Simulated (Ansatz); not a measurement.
# ScGePd (P-62m): cell relaxations under several functionals from a Python script

The task is cell relaxations under several functionals, for ScGePd (P-62m).

Program: Ansatz 0.2.0 through its Python package. The levels of theory stand in the script. These are calculated values, not measurements.

## (1) The structure

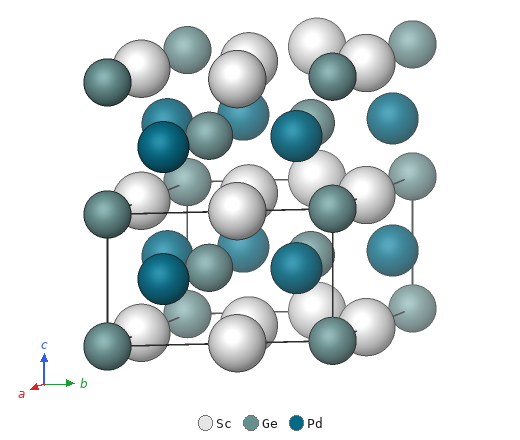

The structure that the script starts from, seen slightly off an axis (scandium white, germanium teal, palladium blue). 1×1×2 cells are drawn. Atoms on cell faces are repeated.

The script holds or builds the structure itself.

## (2) The script

Input file scgepd.py:

```python
"""Relaxed cell of ScGePd under several functionals."""

import ansatz
import numpy as np

KMESH = (5, 5, 7)
CUTOFF = 470
SMEARING = "fermi_dirac"
FMAX = 0.05

def edges_and_angles(cell):
    cell = np.asarray(cell)
    a, b, c = np.linalg.norm(cell, axis=1)
    cosines = cell[1] @ cell[2] / (b * c), cell[0] @ cell[2] / (a * c), cell[0] @ cell[1] / (a * b)
    return (a, b, c, *np.degrees(np.arccos(cosines)))

system = (
    ansatz.Lattice.from_parameters(6.72887763, 6.72887763, 3.9378605, alpha=90, beta=90, gamma=120)
    .space_group(189)
    .atom("Sc", [0.0, 0.57661535, 0.0])
    .atom("Ge", [1 / 3, 2 / 3, 0.5])
    .atom("Ge", [0.0, 0.0, 0.0])
    .atom("Pd", [0.0, 0.24876972, 0.5])
)

model = system.calculation()
model = model.kpoints(*KMESH).basis(CUTOFF)
model = model.occupations(SMEARING)
model = model.relax(cell=True, force_tolerance=FMAX)

levels = [("blyp", "d3bj"), ("pbesol", "d3bj"), ("pbesol", "none")]
print("level            a       b       c    alpha   beta  gamma  V/atom  steps")
for name, dispersion in levels:
    seen = []
    run = model.functional(name, dispersion=dispersion).session().plan()
    done = run.execute(on_event=lambda e: seen.append(e) if e["event"] == "relax_step" else None)
    cell = done.lattice.cell_ang
    label = name if dispersion == "none" else f"{name}+{dispersion}"
    print("{:13s} {:7.4f} {:7.4f} {:7.4f} {:6.2f} {:6.2f} {:6.2f}".format(label, *edges_and_angles(cell)), f"{abs(np.linalg.det(cell)) / len(done.lattice.sites):7.3f} {len(seen):5d}")
```

## (3) What the engine is handed

The engine receives this input (first run):

```yaml
crystal:
  lattice:
    a: 6.72887763
    b: 6.72887763
    c: 3.9378605
    alpha: 90.0
    beta: 90.0
    gamma: 120.0
  space_group: 189
  atoms:
    - { symbol: Sc, position: [0.0, 0.57661535, 0.0] }
    - { symbol: Ge, position: [0.3333333333333333, 0.6666666666666666, 0.5] }
    - { symbol: Ge, position: [0.0, 0.0, 0.0] }
    - { symbol: Pd, position: [0.0, 0.24876972, 0.5] }
basis:
  ecutwfc: 470.0
kpoints:
  mp_grid:
    grid: [5, 5, 7]
hamiltonian:
  xc: blyp
  dispersion: d3bj
scf:
  occupations:
    method: fermi_dirac
relax:
  f_tol: 0.05
  cell: {}
```

## (4) Launch

Launch:

```bash
python scgepd.py
```

Log:

```text
level            a       b       c    alpha   beta  gamma  V/atom  steps
blyp+d3bj      6.6931  6.6931  3.8579  90.00  90.00 120.00  16.630     5
pbesol+d3bj    6.5711  6.5711  3.8799  90.00  90.00 120.00  16.121     6
pbesol         6.6497  6.6497  3.9259  90.00  90.00 120.00  16.704     6
```

It took 8 min on 1 thread of Arm Neoverse V1, shared host; peak memory 0.64 GiB.

## (5) Inputs of later runs

The engine's inputs for the other runs:

Run 2, against run 1:

```diff
@@ -21 +21 @@
-  xc: blyp
+  xc: pbesol
```

Run 3, against run 1:

```diff
@@ -21,2 +21,2 @@
-  xc: blyp
-  dispersion: d3bj
+  xc: pbesol
+  dispersion: none
```

## (6) The engine's runs

From the records of these 3 runs:

```
run  functional  dispersion  energy (eV/atom)  final volume (Å³/atom)  pressure (GPa)  SCF cycles in all  CPU time (s)
  1        blyp        d3bj        -4480.2002                   16.63           -0.02                 35           140
  2      pbesol        d3bj        -4425.3491                   16.12            0.00                 43           170
  3      pbesol        none        -4424.8429                   16.70            0.00                 41           170
```

Energies are free energies F = E - TS of the smeared occupations. Totals hang on method, basis and potentials, so only like runs compare.

## (7) How the relaxation of run 1 went

Step by step:

```
step  energy from step 1 (eV/cell)  largest force component (eV/Å)  pressure (GPa)  volume (Å³)
   1                        0.0000                          0.2335           -3.85       154.41
   2                       -0.0265                          0.1332            3.64       145.85
   3                       -0.0711                          0.0057           -0.19       149.88
   4                       -0.0713                          0.0043           -0.01       149.67
   5                       -0.0701                          0.0042           -0.02       149.67
```

Step 1 is the start. Step 5 repeats the geometry before it on a plane-wave basis chosen anew for that cell, so its energy need not be comparable with the rows above.

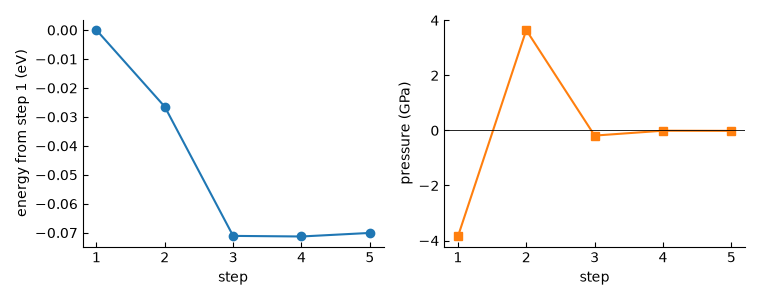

Energy and pressure along the relaxation.

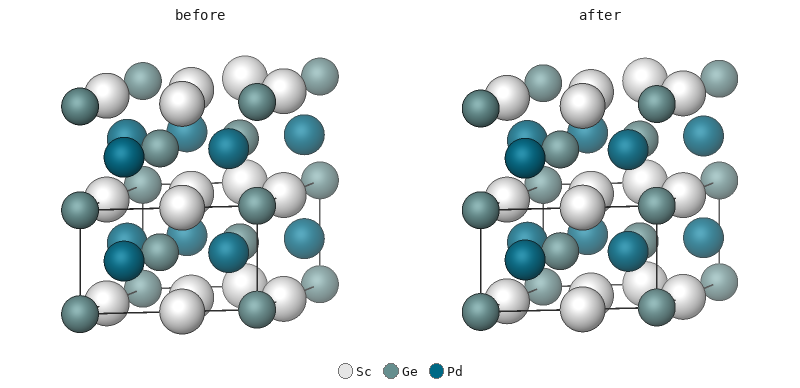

The structure before (left) and after (right) the relaxation, drawn at the same scale. The change is too small to see at this scale.

|  | before | after | change |
| --- | --- | --- | --- |
| a (Å) | 6.729 | 6.693 | -0.5 % |
| b (Å) | 6.729 | 6.693 | -0.5 % |
| c (Å) | 3.938 | 3.858 | -2.0 % |
| volume (Å³/atom) | 17.16 | 16.63 | -3.1 % |
| shortest distance (Å) | 2.575 | 2.546 | -1.1 % |
| space group (0.01 Å) | P-62m | P-62m | same |

The run keeps the 12 symmetry operations of the start, so it could not have lowered the symmetry.

## (8) Path of the relaxation of run 3

Step by step:

| step | energy from step 1 (eV/cell) | largest force component (eV/Å) | pressure (GPa) | volume (Å³) |
| --- | --- | --- | --- | --- |
| 1 | 0.0000 | 0.0309 | -3.39 | 154.41 |
| 2 | -0.0157 | 0.0536 | 3.11 | 147.09 |
| 3 | -0.0468 | 0.0226 | -0.13 | 150.49 |
| 4 | -0.0470 | 0.0123 | -0.01 | 150.36 |
| 5 | -0.0471 | 0.0020 | 0.00 | 150.34 |
| 6 | -0.0462 | 0.0020 | 0.00 | 150.34 |

Step 1 is the start. Step 6 repeats the geometry before it on a plane-wave basis chosen anew for that cell, so its energy need not be comparable with the rows above.

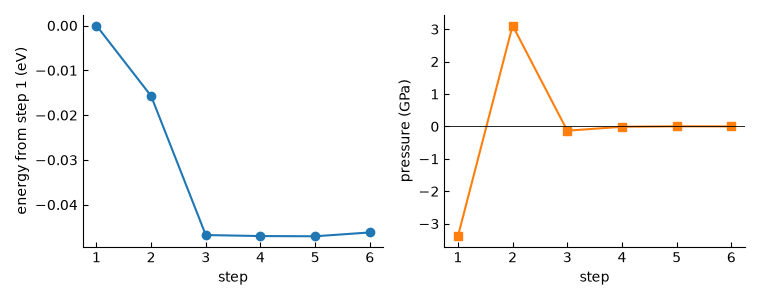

Energy and pressure along the relaxation.

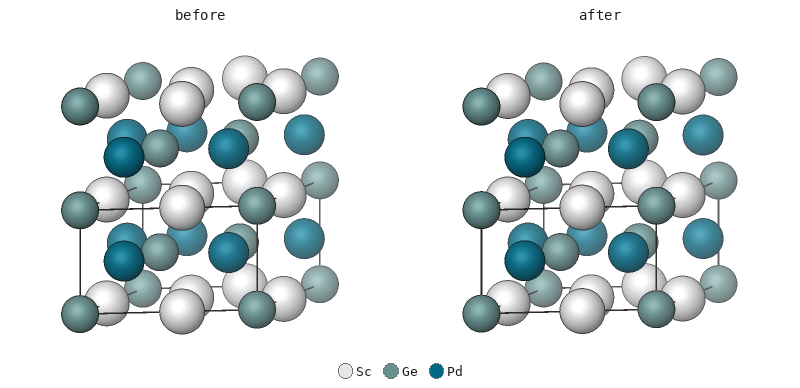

The structure before (left) and after (right) the relaxation, drawn at the same scale. The change is too small to see at this scale.

|  | before | after | change |
| --- | --- | --- | --- |
| a (Å) | 6.729 | 6.650 | -1.2 % |
| b (Å) | 6.729 | 6.650 | -1.2 % |
| c (Å) | 3.938 | 3.926 | -0.3 % |
| volume (Å³/atom) | 17.16 | 16.70 | -2.6 % |
| shortest distance (Å) | 2.575 | 2.548 | -1.1 % |
| space group (0.01 Å) | P-62m | P-62m | same |

The run keeps the 12 symmetry operations of the start, so it could not have lowered the symmetry.

## (9) Outcome

| quantity | value |
| --- | --- |
| runs compared | 3 |
| relaxed volume | 16.12 (pbesol d3bj) to 16.70 Å³/atom (pbesol) |

What this shows: From smallest to largest: PBEsol+D3BJ (16.12 Å³ an atom, -6.0 % against the start), BLYP+D3BJ (16.63 Å³ an atom, -3.1 % against the start) and PBEsol (16.70 Å³ an atom, -2.6 % against the start). The spread is 3.6 % in volume. In run 1, the volume shrank by 3.1 % over 3 moves, and the space group stayed P-62m. In run 3, over 4 moves the cell shrank by 2.6 % in volume, and the space group stayed P-62m. BLYP and dispersion corrections can be off by several per cent in the lattices of metals, and by several GPa in the pressure at a fixed cell. For a metal this k-point mesh is coarse: on a finer one energies can move by several to tens of meV an atom and pressures by half a GPa or more, differences at one mesh by less. The structure comes from a database of computed cells and needn't be a stable or known phase.
